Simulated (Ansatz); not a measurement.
# CdWO4 (P2/c): spin-orbit coupling beyond the local functionals

Wanted: gaps of CdWO4 (P2/c) with and without spin-orbit coupling, with cost.

Program: Ansatz 0.2.0. Level of theory: density functionals with and without spin-orbit coupling, plane waves, PAW. Results are calculated unless marked as measured.

**The experiments to reproduce.**

- Gap 4.15 eV: direct gap from absorption edge with Urbach fit; optical absorption; 300 K; bulk crystal (thin cleaved platelet of Czochralski crystal, 10-30 um thick) (“Optical absorption of divalent metal tungstates: Correlation between the band-gap energy and the cation ionic radius”, 2008, arxiv:0807.2115).

## (1) Set-up

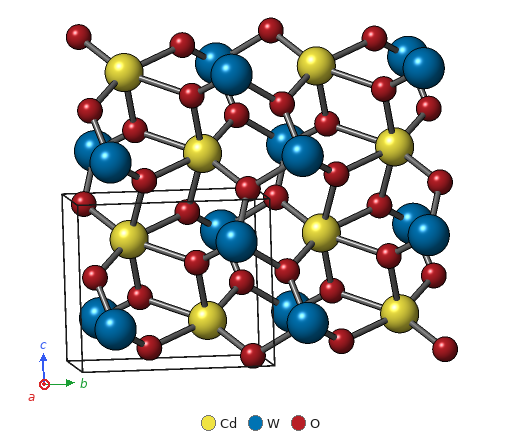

The cell as given, slightly off an axis (cadmium yellow, tungsten blue, oxygen red). 1×2×2 cells are drawn. Some periodic images of atoms are drawn too.

As a file:

```cif
data_structure
_symmetry_space_group_name_H-M 'P2/c'
_symmetry_Int_Tables_number 13
_cell_length_a 5.0400
_cell_length_b 5.8701
_cell_length_c 5.0841
_cell_angle_alpha 90.000
_cell_angle_beta 91.476
_cell_angle_gamma 90.000
_cell_volume 150.36
loop_
_atom_site_label
_atom_site_type_symbol
_atom_site_symmetry_multiplicity
_atom_site_Wyckoff_symbol
_atom_site_fract_x
_atom_site_fract_y
_atom_site_fract_z
_atom_site_occupancy
Cd1 Cd 2 f 0.50000 0.69729 0.25000 1
W1 W 2 e 0.00000 0.17855 0.25000 1
O1 O 4 g 0.20180 0.09550 0.95040 1
O2 O 4 g 0.24200 0.37030 0.38390 1
```

The cell and positions come from the Crystallography Open Database and are kept as given unless a step says otherwise. Spin-orbit coupling is left out unless a step names it. The default PAW set here is soft_2. Its files were made with PBE.

## (2) HSE06, 2×2×2 mesh

This step: DFT, HSE06, plane waves, PAW.

input.yaml reads:

```yaml
crystal:
  lattice:
    - [5.04, 0.0, 0.0]
    - [0.0, 5.8701, 0.0]
    - [-0.1309573182, 0.0, 5.0824131071]
  atoms:
    - { symbol: Cd, position: [0.5, 0.69729, 0.25] }
    - { symbol: Cd, position: [0.5, 0.30271, 0.75] }
    - { symbol: W, position: [0.0, 0.17855, 0.25] }
    - { symbol: W, position: [0.0, 0.82145, 0.75] }
    - { symbol: O, position: [0.2018, 0.0955, 0.9504] }
    - { symbol: O, position: [0.7982, 0.0955, 0.5496] }
    - { symbol: O, position: [0.7982, 0.9045, 0.0496] }
    - { symbol: O, position: [0.2018, 0.9045, 0.4504] }
    - { symbol: O, position: [0.242, 0.3703, 0.3839] }
    - { symbol: O, position: [0.758, 0.3703, 0.1161] }
    - { symbol: O, position: [0.758, 0.6297, 0.6161] }
    - { symbol: O, position: [0.242, 0.6297, 0.8839] }
kpoints:
  mp_grid: { grid: [2, 2, 2] }
  band_path:
    path:
      - [0.0, 0.0, 0.0]
      - [0.0, 0.5, 0.0]
      - [0.0, 0.5, 0.5]
      - [0.0, 0.0, 0.5]
      - [-0.5, 0.0, 0.5]
      - [-0.5, 0.5, 0.5]
      - [-0.5, 0.5, 0.0]
      - [-0.5, 0.0, 0.0]
      - [0.1666666667, -0.5, -0.5]
      - [0.0, -0.5, 0.1666666667]
    npoints: 1
hamiltonian:
  xc: hse06
scf:
  occupations: { method: fixed }
  n_extra_bands: 8
output:
  eigenvalues: true
```

Command:

```console
ansatz run input.yaml --threads 4 --pin off --max-ram 18432MiB --backend cpu --events-out ev --progress --plain --runs-dir out
```

Numbers of over 12 decimals in the logs are rounded to 6 here.

The program printed:

```text
scf.n_extra_bands = 8 over 58 filled bands (N_el = 116.0): the run solves 66 bands
exact exchange: scf.exx.singularity resolves to wigner_seitz, which cuts the screened interaction at the faces of the exchange supercell's Wigner-Seitz cell, so that each pair interacts once, at the shortest of its separations (the periodic images that this leaves out come, for a point-like exchange hole, to about 0.005 eV on a filled level). The cut falls within the interaction's reach, and what an exchange supercel [...]
Engine: ansatz 0.2.0, aarch64-unknown-linux-gnu
Pseudopotentials: kind: paw
Pseudopotential: Cd, paw, valence charge 20, recommended cutoff 420 eV (normal), Cd.paw.azcp
Pseudopotential: W, paw, valence charge 14, recommended cutoff 420 eV (normal), W.paw.azcp
Pseudopotential: O, paw, valence charge 6, recommended cutoff 420 eV (normal), O.paw.azcp
Functional definition: HSE06
  parameter a = 0.25
  parameter omega = 0.11/bohr
  exchange = pbe_x - a*pbe_x_sr(omega) + a*exact_x_sr(omega)
  correlation = pbe_c
davidson cushion auto → on  (no smearing: the cushion is to keep the highest requested band from converging to the state above it; pin scf.eigensolver.cushion to override)
Crystal: 12 atoms, lattice volume = 150.365 Å³
Basis set: ecut = 420 eV, 2943 PW (Γ)
Bands: 66, of which v1, the nominal top of the filled ones, is band 58 counted from 1 (57 counted from 0)
Symmetry: 4 space group operations
Space group: P2/c (ITA 13), of the structure as read, at distance tolerance 5.3e-5 Å
k-points: 8
Non-local potential: Cd, projectors of the file, l = 0: 3, l = 1: 2, l = 2: 2, l = 3: 1
Non-local potential: W, projectors of the file, l = 0: 3, l = 1: 2, l = 2: 2, l = 3: 1
Non-local potential: O, projectors of the file, l = 0: 2, l = 1: 2, l = 2: 1
PAW form: soft (Blöchl's): semilocal exchange-correlation on the pseudo side does not see the compensation charge
PAW frozen core: Cd, regenerated for the run's functional, and the local potential with it (the file was generated under x = pbe(κ = 0.804, μ = 0.219515), c = pbe(β = 0.066725))
PAW frozen core: W, regenerated for the run's functional, and the local potential with it (the file was generated under x = pbe(κ = 0.804, μ = 0.219515), c = pbe(β = 0.066725))
PAW frozen core: O, regenerated for the run's functional, and the local potential with it (the file was generated under x = pbe(κ = 0.804, μ = 0.219515), c = pbe(β = 0.066725))
PAW one-centre angular grid: Cd, 590 points (default); XC on 64 Gauss nodes
PAW one-centre angular grid: W, 590 points (default); XC on 64 Gauss nodes
PAW one-centre angular grid: O, 110 points (default); XC on 96 Gauss nodes
Initial density: superposition of atomic densities (neutral atoms: chi_scale 0, normalization atom), corrected by the library's trained network
[...]
Frozen-core exchange: fock
SCF iter   1: F=—  HF=-41827.669275 eV  |F-HF|=—  |Δ(HF+E_count)|=         —  Δρ=7.42e-5  dr2=4.86e-6  ethr=8.78e-7  ⟨swp⟩=3.9  Hψ=1202  notcnv=0
preconditioner: auto → none  [insulator: Δε(μ)=4.537 eV  Ē_g=12.858 eV  n_scr=40 (ndim 8)  ℏωp=27.8 eV  f_vac=0.062]
SCF iter   2: F=—  HF=-41827.669275 eV  |F-HF|=—  |Δ(HF+E_count)|=   4.89e-7  Δρ=3.99e-5  dr2=1.28e-6  ethr=2.98e-9  ⟨swp⟩=4.0  Hψ=1732  notcnv=0
SCF iter   3: F=—  HF=-41827.669279 eV  |F-HF|=—  |Δ(HF+E_count)|=   3.39e-6  Δρ=3.21e-5  dr2=1.52e-6  ethr=6.78e-10  ⟨swp⟩=5.0  Hψ=1605  notcnv=0  defer=7
iter 4 solved again at ethr=1.86e-11 eV; its pass at ethr=6.78e-10 eV (dr2=2.15e-8 eV) is discarded
SCF iter   4: F=-41827.669278 eV  HF=-41827.669278 eV  |F-HF|=2.07e-8  |Δ(HF+E_count)|=   3.57e-7  Δρ=4.50e-6  dr2=2.81e-8  ethr=1.86e-11  ⟨swp⟩=3.0  Hψ=2688  notcnv=0
SCF 3 converged in 4 iterations: F = -41827.669278 eV  dr2 = 2.81e-8
hybrid outer 2: dexx = +3.900e-6 eV, tail = 1.31e-7 eV, Δε = 3.03e-3 eV (about 8.94e-5 eV left of the loop's levels)
the search or the solves at the SCF's close seem to have found levels that the self-consistency loop had missed (the run counts 1). By its estimate they hold under 1e-12 electrons; where the run keeps them, the occupations were computed again with them
NSCF: frozen V_eff on 10 k-points
hybrid SCF converged: 2 outer / 11 inner (+5 warm-up), last move |dexx| = 3.90e-6 eV, tail = 1.31e-7 eV
Stability not checked: this state was not tested for a lower state beside it, because the functional holds exact exchange (a hybrid, or Hartree-Fock), whose exchange loop this test does not read (fock_operator; see scf.lower_state_search)
Free energy (F): -41827.669279 eV
Frozen-core exchange: fock
Harris-Foulkes:  -41827.669279 eV  (|F-HF|=2.07e-8)
Internal energy: -41827.669279 eV  (E = F + TS)
E sigma→0 (E₀):  -41827.669279 eV
Fermi energy:    8.019419 eV
--- Per-component energies (eV) ---
  E_band       = -1609.744046
  E_kinetic    = 3310.237348
  E_local      = -11307.990005  (includes V_loc(G=0)·N_el)
  E_nonlocal   = 446.361388
  E_hartree    = 4754.634161
  E_xc         = -1174.663296
  E_vxc        = -1321.422582  (∫ρ·V_xc dr)
  E_exx        = -412.221815  (= α·E_x^exact, valence–valence)
  E_paw        = -26452.360693  (= ΣΔE_a)
  E_vpaw       = -1421.768150  (= ΣTr[D̂ρ^β])
  E_aug_tail   = 0.019272  (compensation charges beyond the density's cutoff)
  E_ewald      = -10984.422672
  E_core_change = -7.262966  (= ΣΔE_core)
  E_smearing   = -0.000000  (= −TS)
  E_closure    = -0.000000  (closes the sum)
  Σ components = -41827.669279   (vs F -41827.669279, Δ=7.28e-12)
--- Band table (eV; the first three rows and the last of 8) ---
  k-point 0: bands = [... 54 lower, 7.3299, 7.4673, 7.6595, 7.7929, 12.9451, 13.3852, 13.3927, 13.5337, ... 4 higher]
  k-point 1: bands = [... 54 lower, 7.4503, 7.4503, 7.9123, 7.9123, 13.0570, 13.0570, 13.4400, 13.4400, ... 4 higher]
  k-point 2: bands = [... 54 lower, 7.1566, 7.2888, 7.3962, 8.0194, 12.5562, 13.4201, 13.5069, 13.7648, ... 4 higher]
  k-point 7: bands = [... 54 lower, 7.1645, 7.1645, 7.5570, 7.5570, 13.2467, 13.2467, 13.5805, 13.5805, ... 4 higher]
```

Run time: 51 s. Hardware: 4 threads of Arm Neoverse V1, shared host; peak memory 1.6 GiB.

The column dr2 measures how far the density is from self-consistency, as an energy; F and HF (Harris–Foulkes) agree once it is small.

Numbers from this step:

```yaml
gap: 4.497 eV
valence_top_at: k = (0.167, -0.500, -0.500)
conduction_bottom_at: k = (0.000, -0.500, 0.167)
least_direct_gap: 4.537 eV
exact_exchange_fraction: 0.25
```

The gap is indirect, with the least direct gap 0.04 eV higher.

## (3) HSE06+SOC, 2×2×2 mesh

The many-body steps leave out spin-orbit coupling, so its effect is taken from a two-component run, with twice the bands.

This step: DFT, HSE06 with spin-orbit coupling, plane waves, PAW.

input.yaml, as its differences from that of step 2:

```diff
@@ -37,4 +37,11 @@
   occupations: { method: fixed }
-  n_extra_bands: 8
+  n_extra_bands: 16
+magnetization:
+  noncollinear: true
+  spin_orbit: true
 output:
   eigenvalues: true
+  write_density: true
+  write_potential: true
+  elf: true
+  volumetric_format: npy
```

The program printed:

```text
[...]
non-collinear run that drives no moment, with spin-orbit: no starting moment large enough to seed its density (crystal.atoms[].spin), no starting occupations that ask for one, no magnetisation constraint and no magnetic field, so the semilocal B_xc is pinned to zero
Crystal: 12 atoms, lattice volume = 150.365 Å³
Basis set: ecut = 420 eV, 2943 PW (Γ)
Bands: 132, of which v1, the nominal top of the filled ones, is band 116 counted from 1 (115 counted from 0)
Symmetry: 4 space group operations + 4 with time reversal
[...]
k-points: 8
Projection manifold: j_resolved (fully-relativistic pseudo-atomic orbitals)
[...]
SCF iter   1: F=—  HF=-41885.686428 eV  |F-HF|=—  |Δ(HF+E_count)|=         —  Δρ=1.32e-1  dr2=3.77e1  dr2_m=0.00e0 (ungated)  ethr=1.00e-1  |M|=0.00e0 ∫|m|=0.00e0 μB  |m|>n=0.0e0 m-floor=0.0e0 τ_xc=0.0e0  β_m=0.30  ⟨swp⟩=3.4  Hψ=3836  notcnv=0
[...]
SCF iter   7: F=-41875.229559 eV  HF=-41875.229526 eV  |F-HF|=3.32e-5  |Δ(HF+E_count)|=   2.22e-3  Δρ=4.42e-4  dr2=1.74e-4  dr2_m=0.00e0 (ungated)  ethr=3.00e-6  |M|=0.00e0 ∫|m|=0.00e0 μB  |m|>n=0.0e0 m-floor=0.0e0 τ_xc=0.0e0  ⟨swp⟩=3.0  Hψ=2403  notcnv=0
SCF 1 stopped early in 7 iterations: F = -41875.229559 eV  dr2 = 1.74e-4
[...]
Projection manifold: j_resolved (fully-relativistic pseudo-atomic orbitals)
[...]
Frozen-core exchange: fock
SCF iter   1: F=—  HF=-41838.171158 eV  |F-HF|=—  |Δ(HF+E_count)|=         —  Δρ=1.55e-2  dr2=5.96e-1  dr2_m=0.00e0 (ungated)  ethr=1.50e-6  |M|=0.00e0 ∫|m|=0.00e0 μB  |m|>n=0.0e0 m-floor=0.0e0 τ_xc=0.0e0  β_m=0.30  ⟨swp⟩=6.2  Hψ=5324  notcnv=0
[...]
SCF iter   6: F=-41838.076124 eV  HF=-41838.076142 eV  |F-HF|=1.89e-5  |Δ(HF+E_count)|=   8.04e-5  Δρ=1.30e-4  dr2=3.93e-5  dr2_m=0.00e0 (ungated)  ethr=3.12e-7  |M|=0.00e0 ∫|m|=0.00e0 μB  |m|>n=0.0e0 m-floor=0.0e0 τ_xc=0.0e0  ⟨swp⟩=3.0  Hψ=2616  notcnv=0
SCF 2 stopped early in 6 iterations: F = -41838.076124 eV  dr2 = 3.93e-5
[...]
hybrid outer 1: dexx = +5.986e-2 eV, tail = 1.78e-4 eV
Projection manifold: j_resolved (fully-relativistic pseudo-atomic orbitals)
[...]
Frozen-core exchange: fock
SCF iter   1: F=—  HF=-41838.075411 eV  |F-HF|=—  |Δ(HF+E_count)|=         —  Δρ=7.08e-5  dr2=6.58e-6  dr2_m=0.00e0 (ungated)  ethr=7.66e-7  |M|=0.00e0 ∫|m|=0.00e0 μB  |m|>n=0.0e0 m-floor=0.0e0 τ_xc=0.0e0  β_m=0.30  ⟨swp⟩=4.0  Hψ=2438  notcnv=0
[...]
SCF iter   4: F=-41838.075413 eV  HF=-41838.075413 eV  |F-HF|=1.57e-8  |Δ(HF+E_count)|=   2.22e-7  Δρ=4.22e-6  dr2=2.28e-8  dr2_m=0.00e0 (ungated)  ethr=1.67e-11  |M|=0.00e0 ∫|m|=0.00e0 μB  |m|>n=0.0e0 m-floor=0.0e0 τ_xc=0.0e0  ⟨swp⟩=3.0  Hψ=5292  notcnv=0
SCF 3 converged in 4 iterations: F = -41838.075413 eV  dr2 = 2.28e-8
[...]
NSCF: frozen V_eff on 10 k-points
[...]
Magnetization: |M| = 0.0000 μB,  M = (+0.0000, +0.0000, +0.0000) μB
Absolute magnetization: 0.0000 μB (∫|m|)
  site 0: m = (+0.0000, +0.0000, +0.0000) μB, |m| = 0.0000 μB  (R = 0.91 Å)
  site 1: m = (+0.0000, +0.0000, +0.0000) μB, |m| = 0.0000 μB  (R = 0.91 Å)
  site 2: m = (+0.0000, +0.0000, +0.0000) μB, |m| = 0.0000 μB  (R = 0.74 Å)
  site 3: m = (+0.0000, +0.0000, +0.0000) μB, |m| = 0.0000 μB  (R = 0.74 Å)
  site 4: m = (+0.0000, +0.0000, +0.0000) μB, |m| = 0.0000 μB  (R = 0.79 Å)
  site 5: m = (+0.0000, +0.0000, +0.0000) μB, |m| = 0.0000 μB  (R = 0.79 Å)
  site 6: m = (+0.0000, +0.0000, +0.0000) μB, |m| = 0.0000 μB  (R = 0.79 Å)
  site 7: m = (+0.0000, +0.0000, +0.0000) μB, |m| = 0.0000 μB  (R = 0.79 Å)
  site 8: m = (+0.0000, +0.0000, +0.0000) μB, |m| = 0.0000 μB  (R = 0.74 Å)
  site 9: m = (+0.0000, +0.0000, +0.0000) μB, |m| = 0.0000 μB  (R = 0.74 Å)
  site 10: m = (+0.0000, +0.0000, +0.0000) μB, |m| = 0.0000 μB  (R = 0.74 Å)
  site 11: m = (+0.0000, +0.0000, +0.0000) μB, |m| = 0.0000 μB  (R = 0.74 Å)
Free energy (F): -41838.075413 eV
Frozen-core exchange: fock
[...]
Internal energy: -41838.075413 eV  (E = F + TS)
E sigma→0 (E₀):  -41838.075413 eV
Fermi energy:    8.022623 eV
[...]
--- Band table (eV; the first three rows and the last of 8) ---
  k-point 0: bands = [... 112 lower, 7.6603, 7.6603, 7.7950, 7.7950, 12.9027, 12.9027, 13.3067, 13.3067, ... 12 higher]
  k-point 1: bands = [... 112 lower, 7.9161, 7.9161, 7.9161, 7.9161, 13.0157, 13.0157, 13.0157, 13.0157, ... 12 higher]
  k-point 2: bands = [... 112 lower, 7.3977, 7.3977, 8.0226, 8.0226, 12.5454, 12.5454, 13.3613, 13.3613, ... 12 higher]
  k-point 7: bands = [... 112 lower, 7.5635, 7.5635, 7.5635, 7.5635, 13.1522, 13.1522, 13.1522, 13.1522, ... 12 higher]
```

Elapsed: 6.5 min, on 4 threads; peak memory 4.5 GiB.

Numbers from this step:

```
gap                     : 4.479 eV
valence top at          : k = (0.167, -0.500, -0.500)
conduction bottom at    : k = (0.000, -0.500, 0.167)
least direct gap        : 4.523 eV
exact-exchange fraction : 0.25
```

The gap stands −0.02 eV against HSE06.

## (4) Together

Times are wall times on 4 threads of Arm Neoverse V1, shared host, good to a factor of about two.

```tsv
level	gap (eV)	with coupling (eV)	change (eV)	time	with coupling
HSE06	4.50	4.48	−0.02	51 s	6.5 min
```

## (5) What came out

```yaml
hse06: 4.50 eV
hse06_soc: 4.48 eV
```

Spin-orbit coupling changes the gap by −0.02 eV and the least direct gap by −0.01 eV. Against experiment, by HSE06+SOC: the direct gap of 4.52 eV lies +0.37 eV from the measured 4.15 eV (direct, 300 K, 2008). An exciton line or allowed optical edge lies below the quasiparticle gap by the binding energy; a forbidden edge can push the onset above it. The lattice is static and excitons are left out.

[Paths, hosts, dates, memory and timing lines, banners, echoed tables and standing remarks are left out of the program output.]

[Logs are printed without paths, hosts, clocks, repeated set-up lines and the standing remarks that a program may print on its own settings, such as how far it seeks lower states.]

[Runs of the session that timed out or met a known fault of the program may be left out.]

[Cells called generated may have been cut or substituted from an entry of the Crystallography Open Database or the Materials Project.]

[Hosts, paths, dates, database ids (printed as entryN), source tags and the programs' standing remarks are cut or masked in the printed files.]
